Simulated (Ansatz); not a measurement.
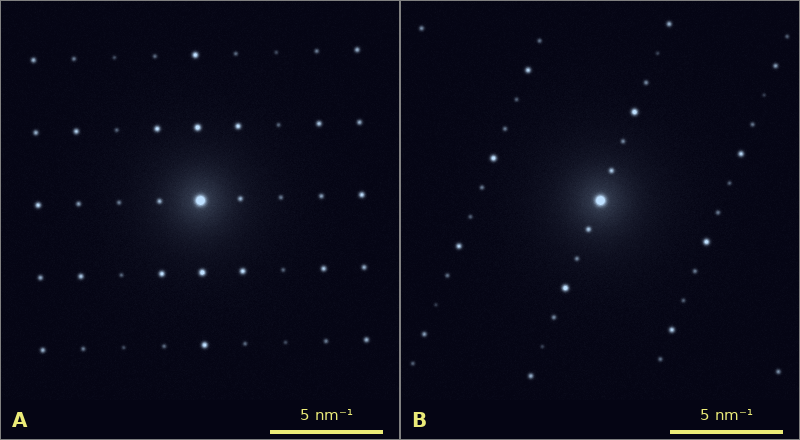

Kinematic electron diffraction patterns (200 kV, B = 0.5 Å², same scale, each along a low-index zone) of two structures of composition Bi2Cl, each relaxed at zero pressure with DFT PBE, scalar-relativistic, plane waves, PAW in Ansatz.

The structures (standard cells):
1. I4/mcm (No. 140), a = 7.763 Å, c = 6.126 Å, 12 atoms; generated start, possibly hypothetical
2. R-3m (No. 166), a = 3.885 Å, c = 21.151 Å (hexagonal axes), 9 atoms; generated start, possibly hypothetical

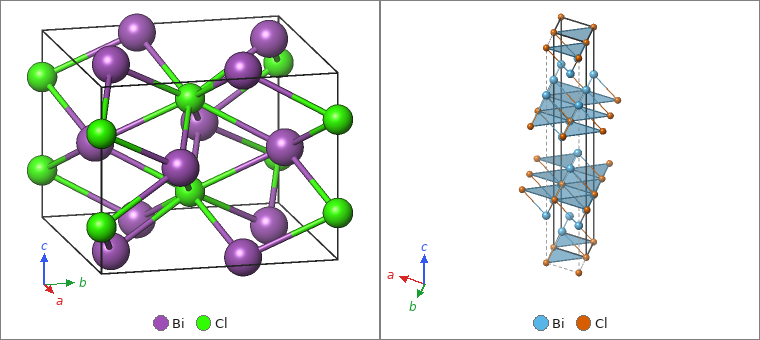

Drawings of the structures 1 to 2, from left to right (each may span several cells).

> Which pattern belongs to which structure, and along which zone?

A is structure 1 along [110] or an equivalent direction: rectangular net of 1 -1 0 at d = 5.49 Å and 0 0 2 at d = 3.06 Å, 90.0° apart. B is structure 2 along [210] or an equivalent direction: rectangular net of 0 0 3 at d = 7.05 Å and 1 -2 0 at d = 1.94 Å, 90.0° apart.

> Which structure lies lowest at this level of theory, and by how much?

Structure 2 (R-3m, 30.71 Å³ an atom) is the lowest of these; structure 1 (I4/mcm, 30.77 Å³ an atom) lies about 260 meV an atom higher. These are static energies at 0 K; other structures, not shown, may lie lower still.
